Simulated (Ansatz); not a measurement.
**Is Rh-Pt-Pt-Rh stack of (111) layers a stable metal?**

Question: is the lattice of Rh-Pt-Pt-Rh stack of (111) layers stable, and if so, what are its coupling constant and resistivity?

Program: Ansatz 0.2.0. Level of theory: DFT LDA, scalar-relativistic, plane waves, PAW; PAW set soft_1. Results are calculated unless marked as measured.

### Step 1. The structure

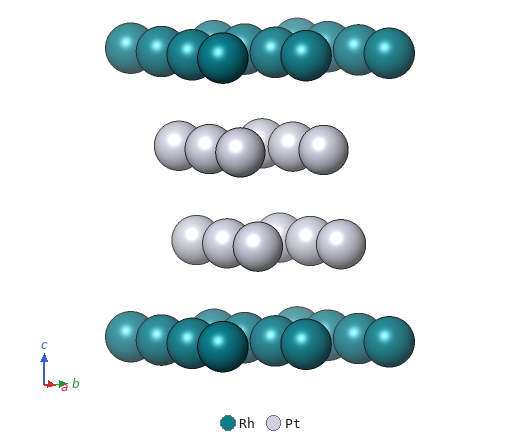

The starting structure, seen from the side, with the c axis up (rhodium blue, platinum light grey). 3×2×1 cells are drawn. Some periodic images of atoms are drawn too.

The cell holds 4 atoms: 2 Rh and 2 Pt. Cell: a = 2.772 Å, b = 2.772 Å, c = 17.790 Å, α = 90.0°, β = 90.0°, γ = 120.0°. Vacuum lies along c.

### Step 2. Rough relaxation

The start is far from rest, so a relaxation with loose thresholds does the first part.

input.yaml

```yaml
crystal:
  lattice:
    - [2.77186, 0.0, 0.0]
    - [-1.38593, 2.4005, 0.0]
    - [0.0, 0.0, 17.78964]
  atoms:
    - { symbol: Rh, position: [0.0, 0.0, 0.30916872] }
    - { symbol: Pt, position: [0.33333333, 0.66666667, 0.43638957] }
    - { symbol: Pt, position: [0.66666667, 0.33333333, 0.56361043] }
    - { symbol: Rh, position: [0.0, 0.0, 0.69083128] }
  periodic: [true, true, false]
kpoints:
  mp_grid: { grid: [9, 9, 1] }
hamiltonian:
  xc: lda
  pseudopotentials: { kind: paw, azcp: { folder: soft_1 }, xc_functional: pbe }
scf:
  occupations: { method: gaussian, width: 0.1 }
output:
  forces: true
  stress: true
  eigenvalues: true
relax:
  adjacent_minimum: "off"
  f_tol: 0.05
  max_steps: 80
  cell: { stress_2d_tol: 0.02 }
```

Run with:

```
ansatz run input.yaml --threads 4 --pin off --max-ram 12288MiB --backend cpu --events-out ev --progress --plain --runs-dir out
```

Numbers of over 12 decimals in the logs are rounded to 6 here.

The program printed:

```text
Warning: crystal.periodic: the lattice vector that does not repeat stood 0.000° off the slab's normal, 17.790 Å along it as the deck builds it. The run solves the slab on a vector along the normal, 37.379 Å long, with every atom where it was (on the deck's vector they left 11.00 Å outside them, and the widest stretch free of ions among them is 2.26 Å). A fractional position that the run reports is one of the run's ce [...]
The last accepted step is kept in <dir> (removed where the run ends without a failure and the disk answers)
crystal.periodic: the lattice vector that does not repeat stood 0.000° off the slab's normal, 17.790 Å along it as the deck builds it. The run solves the slab on a vector along the normal, 37.379 Å long, with every atom where it was (on the deck's vector they left 11.00 Å outside them, and the widest stretch free of ions among them is 2.26 Å). A fractional position that the run reports is one of the run's cell, which [...]
Engine: ansatz 0.2.0, aarch64-unknown-linux-gnu
Pseudopotentials: kind: paw
Pseudopotential: Rh, paw, valence charge 17, recommended cutoff 420 eV (normal), soft_1/Rh.paw.azcp
Pseudopotential: Pt, paw, valence charge 18, recommended cutoff 420 eV (normal), soft_1/Pt.paw.azcp
Functional definition: SPW92
  exchange = slater_x
  correlation = pw_c
Crystal: 4 atoms, lattice volume = 248.716 Å³
Basis set: ecut = 420 eV, 4889 PW (Γ)
Bands: 42, of which v1, the nominal top of the filled ones, is band 35 counted from 1 (34 counted from 0)
Symmetry: 12 space group operations
Space group: P-3m1 (ITA 164), of the structure as read, at distance tolerance 6.3e-5 Å
k-points: 12 of 81
Non-local potential: Rh, projectors of the file, l = 0: 3, l = 1: 2, l = 2: 2, l = 3: 1
Non-local potential: Pt, projectors of the file, l = 0: 3, l = 1: 2, l = 2: 2, l = 3: 1
PAW form: soft (Blöchl's): semilocal exchange-correlation on the pseudo side does not see the compensation charge
PAW frozen core: Rh, regenerated for the run's functional, and the local potential with it (the file was generated under x = pbe(κ = 0.804, μ = 0.219515), c = pbe(β = 0.066725))
PAW frozen core: Pt, regenerated for the run's functional, and the local potential with it (the file was generated under x = pbe(κ = 0.804, μ = 0.219515), c = pbe(β = 0.066725))
PAW one-centre angular grid: Rh, 590 points (default); XC on 64 Gauss nodes
PAW one-centre angular grid: Pt, 590 points (default); XC on 64 Gauss nodes
Initial density: superposition of atomic densities (neutral atoms: chi_scale 0, normalization atom)
Initial wavefunctions: pseudopotential atomic-orbital guess
Functional: x = slater, c = lda
SCF iter   1: F=—  HF=-37049.821467 eV  |F-HF|=—  |Δ(HF+E_count)|=         —  Δρ=6.01e-2  dr2=2.66e1  ethr=3.10e-3  ⟨swp⟩=16.1  Hψ=3779  notcnv=0
preconditioner: auto → LDOS  [metal: Δε(μ)=0.033 eV  Ē_g=6.236 eV  σ=0.100 eV  W_gap=0.18  n_scr=26 (ndim 8)  ℏωp=14.5 eV  f_vac=0.711  D(μ)=5.71/eV (n_scr^D=24)  β→1.0]
SCF iter   2: F=—  HF=-37049.986268 eV  |F-HF|=—  |Δ(HF+E_count)|=   1.65e-1  Δρ=5.85e-2  dr2=9.45e0  ethr=3.10e-3  ⟨swp⟩=4.3  Hψ=1613  notcnv=0  defer=11
SCF iter   3: F=—  HF=-37047.233382 eV  |F-HF|=—  |Δ(HF+E_count)|=    2.75e0  Δρ=1.01e-2  dr2=7.69e-1  ethr=3.10e-3  ⟨swp⟩=3.2  Hψ=1320  notcnv=0  defer=11
SCF iter   4: F=—  HF=-37047.242333 eV  |F-HF|=—  |Δ(HF+E_count)|=   8.95e-3  Δρ=5.94e-3  dr2=1.18e-1  ethr=1.10e-3  ⟨swp⟩=2.8  Hψ=1108  notcnv=0  defer=11
SCF iter   5: F=—  HF=-37047.212635 eV  |F-HF|=—  |Δ(HF+E_count)|=   2.97e-2  Δρ=1.83e-3  dr2=6.42e-3  ethr=1.69e-4  ⟨swp⟩=3.7  Hψ=1258  notcnv=0  defer=11
SCF iter   6: F=—  HF=-37047.212062 eV  |F-HF|=—  |Δ(HF+E_count)|=   5.73e-4  Δρ=9.01e-4  dr2=3.14e-3  ethr=9.17e-6  ⟨swp⟩=3.5  Hψ=1206  notcnv=0  defer=11
SCF iter   7: F=—  HF=-37047.211908 eV  |F-HF|=—  |Δ(HF+E_count)|=   1.54e-4  Δρ=2.70e-4  dr2=3.73e-4  ethr=4.48e-6  ⟨swp⟩=1.5  Hψ=540  notcnv=0  defer=11
SCF iter   8: F=—  HF=-37047.211947 eV  |F-HF|=—  |Δ(HF+E_count)|=   3.93e-5  Δρ=8.98e-5  dr2=1.18e-5  ethr=5.32e-7  ⟨swp⟩=3.1  Hψ=999  notcnv=0  defer=11
SCF iter   9: F=—  HF=-37047.211916 eV  |F-HF|=—  |Δ(HF+E_count)|=   3.12e-5  Δρ=3.40e-5  dr2=3.55e-6  ethr=1.68e-8  ⟨swp⟩=3.2  Hψ=1149  notcnv=0  defer=11
SCF iter  10: F=—  HF=-37047.211918 eV  |F-HF|=—  |Δ(HF+E_count)|=   2.25e-6  Δρ=9.12e-6  dr2=1.93e-7  ethr=5.06e-9  ⟨swp⟩=2.3  Hψ=669  notcnv=0  defer=11
SCF iter  11: F=-37047.211919 eV  HF=-37047.211919 eV  |F-HF|=6.63e-9  |Δ(HF+E_count)|=   3.55e-7  Δρ=2.73e-6  dr2=3.21e-8  ethr=1.43e-10  ⟨swp⟩=19.4  Hψ=3283  notcnv=0
SCF 1 converged in 11 iterations: F = -37047.211919 eV  dr2 = 3.21e-8
  greatest PAW one-centre occupation: 1.000 electrons in one spin orbital (limit 2), on the Pt atom at site 2 (counted from 0), in its partial waves of l = 0
relax step   1: F+E_penalty+E_count = -37047.21191881 eV  Δ(F+E_penalty+E_count) = +0.000e0 eV  max|allowed force component| = 9.766e-1 eV/Å  Δτ_max = 0.0000 Å  P = -22.132 N/m  Ω = 248.716 Å³  fix = [c, alpha, beta]  reactions: c -0.000 N/m  (11 SCF iters, dr2 threshold 1.00e-7 eV, accepted)
Crystal: 4 atoms, lattice volume = 225.080 Å³
Basis set: ecut = 420 eV, 4523 PW (Γ)
Initial density: handed on by an earlier stage of this run
Initial wavefunctions: those handed on with the density
iter 1 solved again at ethr=9.57e-4 eV; its pass at ethr=3.10e-3 eV (dr2=6.70e-1 eV) is discarded
SCF iter   1: F=—  HF=-37047.463337 eV  |F-HF|=—  |Δ(HF+E_count)|=         —  Δρ=1.14e-2  dr2=6.88e-1  ethr=9.57e-4  ⟨swp⟩=2.4  Hψ=4118  notcnv=0
preconditioner: auto → LDOS  [metal: Δε(μ)=0.039 eV  Ē_g=7.337 eV  σ=0.100 eV  W_gap=0.22  n_scr=26 (ndim 8)  ℏωp=15.3 eV  f_vac=0.724  D(μ)=9.09/eV (n_scr^D=32)  β→1.0]
SCF iter   2: F=—  HF=-37047.461003 eV  |F-HF|=—  |Δ(HF+E_count)|=   2.33e-3  Δρ=8.08e-3  dr2=1.69e-1  ethr=9.57e-4  ⟨swp⟩=3.4  Hψ=1066  notcnv=0
SCF iter   3: F=—  HF=-37047.423957 eV  |F-HF|=—  |Δ(HF+E_count)|=   3.70e-2  Δρ=2.15e-3  dr2=9.46e-2  ethr=2.42e-4  ⟨swp⟩=3.8  Hψ=1245  notcnv=0  defer=2
SCF iter   4: F=—  HF=-37047.418914 eV  |F-HF|=—  |Δ(HF+E_count)|=   5.04e-3  Δρ=1.51e-3  dr2=2.64e-2  ethr=1.35e-4  ⟨swp⟩=3.0  Hψ=912  notcnv=0  defer=2
SCF iter   5: F=—  HF=-37047.417039 eV  |F-HF|=—  |Δ(HF+E_count)|=   1.87e-3  Δρ=5.87e-4  dr2=3.87e-3  ethr=3.77e-5  ⟨swp⟩=3.4  Hψ=951  notcnv=0  defer=2
SCF iter   6: F=—  HF=-37047.416950 eV  |F-HF|=—  |Δ(HF+E_count)|=   8.93e-5  Δρ=1.49e-4  dr2=2.00e-4  ethr=5.53e-6  ⟨swp⟩=3.2  Hψ=925  notcnv=0  defer=2
SCF iter   7: F=—  HF=-37047.416897 eV  |F-HF|=—  |Δ(HF+E_count)|=   5.34e-5  Δρ=5.22e-5  dr2=4.80e-6  ethr=2.86e-7  ⟨swp⟩=3.7  Hψ=1106  notcnv=0  defer=2
[...]
SCF iter   6: F=—  HF=-37047.651331 eV  |F-HF|=—  |Δ(HF+E_count)|=   4.54e-6  Δρ=1.15e-4  dr2=1.04e-4  ethr=7.09e-7  ⟨swp⟩=3.4  Hψ=952  notcnv=0  defer=2
SCF iter   7: F=—  HF=-37047.651289 eV  |F-HF|=—  |Δ(HF+E_count)|=   4.18e-5  Δρ=5.94e-5  dr2=7.37e-6  ethr=1.49e-7  ⟨swp⟩=2.2  Hψ=745  notcnv=0  defer=2
SCF iter   8: F=—  HF=-37047.651290 eV  |F-HF|=—  |Δ(HF+E_count)|=   1.26e-6  Δρ=3.99e-5  dr2=3.20e-6  ethr=1.05e-8  ⟨swp⟩=3.1  Hψ=1071  notcnv=0  defer=2
SCF iter   9: F=-37047.651290 eV  HF=-37047.651290 eV  |F-HF|=2.69e-7  |Δ(HF+E_count)|=   4.76e-7  Δρ=8.25e-6  dr2=3.14e-7  ethr=5.71e-10  ⟨swp⟩=13.5  Hψ=3549  notcnv=0
SCF 3 converged in 9 iterations: F = -37047.651290 eV  dr2 = 3.14e-7
relax step   3: F+E_penalty+E_count = -37047.65128965 eV  Δ(F+E_penalty+E_count) = -2.344e-1 eV  max|allowed force component| = 1.579e-1 eV/Å  Δτ_max = 0.1300 Å  P = -5.232 N/m  Ω = 232.893 Å³  energy of the carried Pulay correction = +1.311e-3 eV  fix = [c, alpha, beta]  reactions: c -0.000 N/m  (9 SCF iters, dr2 threshold 4.00e-7 eV, accepted)
[...]
relax step   4: F+E_penalty+E_count = -37047.67614130 eV  Δ(F+E_penalty+E_count) = -2.485e-2 eV  max|allowed force component| = 7.223e-2 eV/Å  Δτ_max = 0.0226 Å  P = -2.067 N/m  Ω = 229.615 Å³  energy of the carried Pulay correction = +1.593e-3 eV  fix = [c, alpha, beta]  reactions: c -0.000 N/m  (7 SCF iters, dr2 threshold 4.00e-7 eV, accepted)
[...]
relax step   5: F+E_penalty+E_count = -37047.68671026 eV  Δ(F+E_penalty+E_count) = -1.057e-2 eV  max|allowed force component| = 6.838e-3 eV/Å  Δτ_max = 0.0540 Å  P = +0.509 N/m  Ω = 226.196 Å³  energy of the carried Pulay correction = +1.892e-3 eV  fix = [c, alpha, beta]  reactions: c +0.000 N/m  (8 SCF iters, dr2 threshold 4.00e-7 eV, accepted)
[...]
relax step   6: F+E_penalty+E_count = -37047.68691898 eV  Δ(F+E_penalty+E_count) = -2.087e-4 eV  max|allowed force component| = 6.291e-3 eV/Å  Δτ_max = 0.0057 Å  P = -0.018 N/m  Ω = 226.676 Å³  energy of the carried Pulay correction = +1.849e-3 eV  fix = [c, alpha, beta]  reactions: c -0.000 N/m  (7 SCF iters, dr2 threshold 2.30e-7 eV, accepted)
Initial wavefunctions: pseudopotential atomic-orbital guess (no wavefunctions were taken with the density)
iter 1 solved again at ethr=1.36e-6 eV; its pass at ethr=3.10e-3 eV (dr2=9.55e-4 eV) is discarded
SCF iter   1: F=—  HF=-37047.684722 eV  |F-HF|=—  |Δ(HF+E_count)|=         —  Δρ=1.09e-4  dr2=3.84e-6  ethr=1.36e-6  ⟨swp⟩=6.0  Hψ=6005  notcnv=0
eigensolver tolerance schedule: the retry pair's looser diagonalisation over-reported the residual by 247.32 of it (diagonalisation noise at 0.12 of the residual, at the tolerance the schedule requests for it); recorded, not acted on — ethr = c·dr2/N_el stays at c = 1.0e-1
preconditioner: auto → LDOS  [metal: Δε(μ)=0.027 eV  Ē_g=6.917 eV  σ=0.100 eV  W_gap=0.15  n_scr=26 (ndim 8)  ℏωp=15.2 eV  f_vac=0.713  D(μ)=8.65/eV (n_scr^D=30)  β→1.0]
SCF iter   2: F=—  HF=-37047.684672 eV  |F-HF|=—  |Δ(HF+E_count)|=   5.03e-5  Δρ=3.21e-5  dr2=1.90e-6  ethr=5.49e-9  ⟨swp⟩=4.9  Hψ=1692  notcnv=0
SCF iter   3: F=—  HF=-37047.684672 eV  |F-HF|=—  |Δ(HF+E_count)|=   4.79e-7  Δρ=1.22e-5  dr2=3.29e-7  ethr=2.71e-9  ⟨swp⟩=3.0  Hψ=1165  notcnv=0
SCF iter   4: F=—  HF=-37047.684671 eV  |F-HF|=—  |Δ(HF+E_count)|=   7.20e-8  Δρ=2.98e-6  dr2=1.69e-8  ethr=4.70e-10  ⟨swp⟩=2.8  Hψ=1026  notcnv=0
SCF iter   5: F=—  HF=-37047.684671 eV  |F-HF|=—  |Δ(HF+E_count)|=   2.52e-9  Δρ=7.41e-7  dr2=8.30e-9  ethr=2.41e-11  ⟨swp⟩=3.9  Hψ=1342  notcnv=0
SCF iter   6: F=—  HF=-37047.684671 eV  |F-HF|=—  |Δ(HF+E_count)|=  8.73e-11  Δρ=4.98e-7  dr2=2.33e-9  ethr=1.19e-11  ⟨swp⟩=3.2  Hψ=835  notcnv=0
SCF iter   7: F=—  HF=-37047.684671 eV  |F-HF|=—  |Δ(HF+E_count)|=  3.42e-10  Δρ=1.88e-7  dr2=2.24e-10  ethr=3.32e-12  ⟨swp⟩=2.3  Hψ=773  notcnv=0
SCF iter   8: F=—  HF=-37047.684671 eV  |F-HF|=—  |Δ(HF+E_count)|=  1.16e-10  Δρ=8.08e-8  dr2=9.23e-12  ethr=1.00e-12  ⟨swp⟩=2.6  Hψ=737  notcnv=0
SCF iter   9: F=-37047.684671 eV  HF=-37047.684671 eV  |F-HF|=3.13e-10  |Δ(HF+E_count)|=  8.00e-11  Δρ=2.29e-8  dr2=1.29e-12  ethr=1.00e-12  ⟨swp⟩=16.9  Hψ=3939  notcnv=0
SCF 7 converged in 9 iterations: F = -37047.684671 eV  dr2 = 1.29e-12
relax step   7: F+E_penalty+E_count = -37047.68467146 eV  Δ(F+E_penalty+E_count) = +2.248e-3 eV  max|allowed force component| = 6.490e-3 eV/Å  Δτ_max = 0.0000 Å  P = +0.002 N/m  Ω = 226.676 Å³  fix = [c, alpha, beta]  reactions: c +0.000 N/m  stress off target by 1.88e-3 N/m on what of the cell is left free  SCF on the basis re-selected at this cell (its energy is not comparable with the rows above)  (9 SCF iters)
basis re-selected at this cell: Δ(F+E_penalty+E_count) = +2.248e-3 eV, ΔP = +0.020 N/m vs the last step (what re-selecting the basis moved, of the pressure what is left beyond the Pulay correction that the steps carried, after the strain that the cell walked since its last selection, with what the two solves' SCF thresholds leave and, on support functions, any second-order correction that the steps lacked; it is no measure of the basis error at this ecutwfc). The dense FFT grid was sized anew with the basis: this SCF ran on 18×18×250 points, the steps before it on 20×20×250, so part of this shift can come from that change (see relax.cell in the input reference). [rest of the remark cut]
SCF converged after 9 iterations
Free energy (F): -37047.684671 eV
Harris-Foulkes:  -37047.684671 eV  (|F-HF|=3.13e-10)
Internal energy: -37047.641390 eV  (E = F + TS)
E sigma→0 (E₀):  -37047.663031 eV
Entropy (-TS):   -0.043281 eV (-10.820 meV/atom)
Fermi energy:    -5.742500 eV
--- Per-component energies (eV) ---
  E_band       = -2435.716567
  E_kinetic    = 2270.799481
  E_local      = -472194.733360  (includes V_loc(G=0)·N_el)
  E_nonlocal   = 1033.600124
  E_hartree    = 234367.847780
  E_xc         = -862.758437
  E_vxc        = -1047.096891  (∫ρ·V_xc dr)
  E_paw        = -25375.557177  (= ΣΔE_a)
  E_vpaw       = -1233.983880  (= ΣTr[D̂ρ^β])
  E_aug_tail   = 0.002113  (compensation charges beyond the density's cutoff)
  E_ewald      = 223710.985307
  E_core_change = 2.172780  (= ΣΔE_core)
  E_smearing   = -0.043281  (= −TS)
  E_closure    = -0.000000  (closes the sum)
  Σ components = -37047.684671   (vs F -37047.684671, Δ=0.00e0)
--- Forces (eV/Å), atoms counted from 1 ---
  atom   1  Rh    -0.00000000    -0.00000000    -0.00212639
  atom   2  Pt     0.00000000    -0.00000000     0.00649009
  atom   3  Pt     0.00000000     0.00000000    -0.00649009
  atom   4  Rh     0.00000000     0.00000000     0.00212639
  max |Σ_I F_I| component: 8.10e-18 eV/Å
--- 2D stress c σ (N/m, compression-positive) ---
        0.001881       0.000000       0.000000
        0.000000       0.001881       0.000000
        0.000000       0.000000       0.000000
  P = ½ c Tr σ = 0.0019 N/m
--- Band table (eV; the first three rows and the last of 12) ---
  k-point 0: bands = [... 31 lower, -7.2677, -7.2677, -6.8193, -6.8193, -6.0301, -5.6959, -5.6959, -5.5018, ... 3 higher]
  k-point 1: bands = [... 31 lower, -7.4889, -7.3498, -6.9461, -6.8410, -6.7248, -6.2547, -5.7250, -5.5076, ... 3 higher]
  k-point 2: bands = [... 31 lower, -7.6191, -7.4733, -6.8827, -6.8286, -6.6720, -5.8162, -5.5326, -5.3991, ... 3 higher]
  k-point 11: bands = [... 31 lower, -7.3344, -6.0846, -6.0846, -6.0234, -5.7788, -0.1977, -0.1977, 1.0813, ... 3 higher]
--- Relaxed structure (6 steps of the walk, 6 accepted, 1 SCFs on fresh bases) ---
  F+E_penalty+E_count = -37047.68467146 eV   max|allowed force component| = 6.490e-3 eV/Å   (the final SCF, on the basis selected at the relaxed cell)
  cell:  # Å, volume = 226.6760 Å³
    - [2.646196, 0.0, 0]
    - [-1.323098, 2.291673, 0]
    - [0, 0, 37.379279]
  atoms:
    - { symbol: Rh, position: [-9.7840712201342e-19, 0, 0.146160] }
    - { symbol: Pt, position: [0.333333, 0.666667, 0.206052] }
    - { symbol: Pt, position: [0.666667, 0.333333, 0.269870] }
    - { symbol: Rh, position: [9.784071220134193e-19, 0, 0.329762] }
```

Wall time 20 s (4 threads of Arm Neoverse V1, shared host); peak memory 0.6 GiB.

Relaxation path:

```csv
step,energy less that of the first step (eV),largest force component (eV/Å),volume (Å³)
1,0.0000,0.9766,248.72
2,-0.2050,1.5744,225.08
3,-0.4394,0.1579,232.89
4,-0.4642,0.0722,229.62
5,-0.4748,0.0068,226.20
6,-0.4750,0.0063,226.68
7*,-0.4728,0.0065,226.68
```

Relaxation steps marked * repeat the geometry before them on a plane-wave basis chosen anew for their cell, so energy and pressure can jump there.

Forces are held to the 12 operations that the run works with; a distortion that breaks them can't arise in this run.

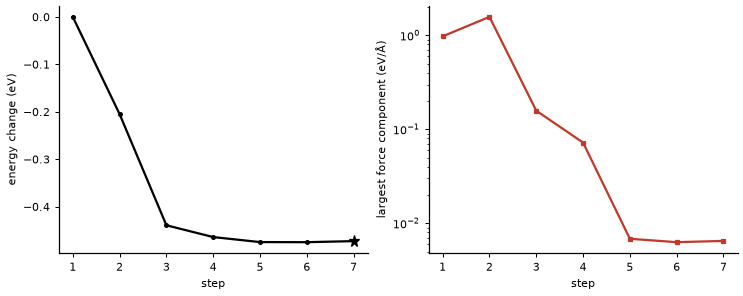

Energy and largest force along the relaxation. Stars mark steps on a basis chosen anew.

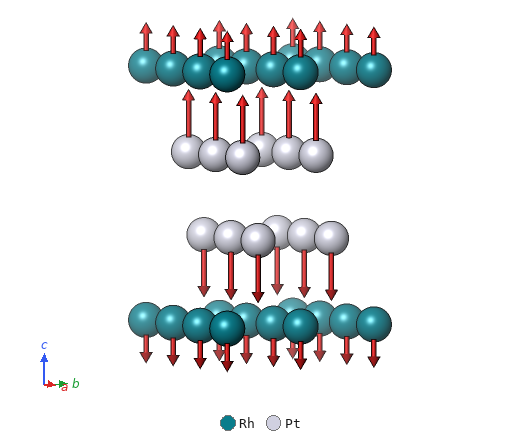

Displacements in the relaxation, exaggerated, measured against the changing cell; the longest in the cell stands for 0.06 Å. 3×2×1 cells are drawn. Some periodic images of atoms are drawn too.

```csv
cell as run,before,after,change
a (Å),2.772,2.646,-4.5 %
b (Å),2.772,2.646,-4.5 %
```

The atoms that moved most (Å, along periodic axes as changes of fractional coordinates times the final cell, across vacuum about the mean position):

```csv
atom,dx,dy,dz,length
Pt3,0.000,0.000,0.061,0.061
Pt2,0.000,0.000,-0.061,0.061
Rh1,0.000,0.000,-0.037,0.037
Rh4,0.000,0.000,0.037,0.037
```

The relaxed structure:

```cif
data_structure
_symmetry_space_group_name_H-M 'P 1'
_symmetry_Int_Tables_number 1
_cell_length_a 2.6462
_cell_length_b 2.6462
_cell_length_c 37.3793
_cell_angle_alpha 90.000
_cell_angle_beta 90.000
_cell_angle_gamma 120.000
_cell_volume 226.68
loop_
_atom_site_label
_atom_site_type_symbol
_atom_site_fract_x
_atom_site_fract_y
_atom_site_fract_z
_atom_site_occupancy
Rh1 Rh 0.00000 0.00000 0.14616 1
Pt2 Pt 0.33333 0.66667 0.20605 1
Pt3 Pt 0.66667 0.33333 0.26987 1
Rh4 Rh 0.00000 0.00000 0.32976 1
```

This step gave:

```yaml
metallic_on_mesh: yes
gap_on_the_k_mesh: 0 eV
```

The relaxation ends with a largest force component of 0.0065 eV/Å.

### Step 3. Relaxing cell and atoms

Lattice constant and positions set the bands and the force constants, so the cell is relaxed first.

input.yaml, the sections that differ from step 2:

```yaml
crystal:
  lattice:
    - [2.6461960618, 0.0, 0.0]
    - [-1.3230980309, 2.2916730129, 0.0]
    - [0.0, 0.0, 37.3792790878]
  atoms:
    - { symbol: Rh, position: [0.0, 0.0, 0.1461600914] }
    - { symbol: Pt, position: [0.3333333333, 0.6666666667, 0.2060520522] }
    - { symbol: Pt, position: [0.6666666667, 0.3333333333, 0.2698704491] }
    - { symbol: Rh, position: [0.0, 0.0, 0.3297624099] }
  periodic: [true, true, false]
kpoints:
  mp_grid: { grid: [12, 12, 1] }
relax:
  adjacent_minimum: "off"
  f_tol: 0.005
  max_steps: 80
  cell: { stress_2d_tol: 0.02 }
# hamiltonian, scf, output: as in step 2
```

The program printed:

```text
[the first part of the log is left out]
  E_aug_tail   = 0.002120  (compensation charges beyond the density's cutoff)
  E_ewald      = 223179.094943
  E_core_change = 2.172780  (= ΣΔE_core)
  E_smearing   = -0.055067  (= −TS)
  E_closure    = 0.000000  (closes the sum)
  Σ components = -37047.644895   (vs F -37047.644895, Δ=0.00e0)
--- Forces (eV/Å), atoms counted from 1 ---
  atom   1  Rh     0.00000000     0.00000000     0.00006695
  atom   2  Pt     0.00000000     0.00000000     0.00003248
[...]
P = ½ c Tr σ = -0.0029 N/m
--- Band table (eV; the first three rows and the last of 19) ---
[...]
--- Relaxed structure (5 steps of the walk, 5 accepted, 1 SCFs on fresh bases) ---
[...]
cell:  # Å, volume = 227.9946 Å³
    - [2.653881, 0.0, 0]
    - [-1.326941, 2.298329, 0]
    - [0, 0, 37.3792790878]
  atoms:
    - { symbol: Rh, position: [7.144653702516559e-19, 0, 0.146843] }
    - { symbol: Pt, position: [0.333333, 0.666667, 0.206391] }
    - { symbol: Pt, position: [0.666667, 0.333333, 0.269532] }
    - { symbol: Rh, position: [-7.144653702516563e-19, 0, 0.329079] }
```

It took 21 s on 4 threads; peak memory 0.65 GiB.

Step by step:

```csv
step,energy less that of the first step (eV),largest force component (eV/Å),volume (Å³)
1,0.0000,0.0341,226.68
2,-0.0017,0.0427,227.57
3,-0.0016,0.0276,228.41
4,-0.0018,0.0134,227.97
5,-0.0019,0.0001,227.99
6,-0.0020,0.0001,227.99
```

The log counts 1 steps on a newly chosen plane-wave basis, not all of them marked here; energy and pressure can jump at such steps.

```csv
cell as run,before,after,change
a (Å),2.646,2.654,+0.3 %
b (Å),2.646,2.654,+0.3 %
```

The atoms that moved most (Å, along periodic axes as changes of fractional coordinates times the final cell, across vacuum about the mean position):

```csv
atom,dx,dy,dz,length
Rh1,0.000,0.000,0.026,0.026
Rh4,0.000,0.000,-0.026,0.026
Pt2,0.000,0.000,0.013,0.013
Pt3,0.000,0.000,-0.013,0.013
```

The relaxed structure:

```xyz
4
Lattice="2.6539 0.0000 0.0000 -1.3269 2.2983 0.0000 0.0000 0.0000 37.3793" Properties=species:S:1:pos:R:3
Rh    0.0000    0.0000    5.4889
Pt    0.0000    1.5322    7.7147
Pt    1.3269    0.7661   10.0749
Rh    0.0000    0.0000   12.3007
```

The relaxation ends with a largest force component of 6.7e-5 eV/Å.

[end of part 1 of 3]

[Logs are printed without paths, hosts, clocks, repeated set-up lines and the standing remarks that a program may print on its own settings, such as how far it seeks lower states.]

[Hosts, paths, dates, database ids (printed as entryN), source tags and the programs' standing remarks are cut or masked in the printed files.]
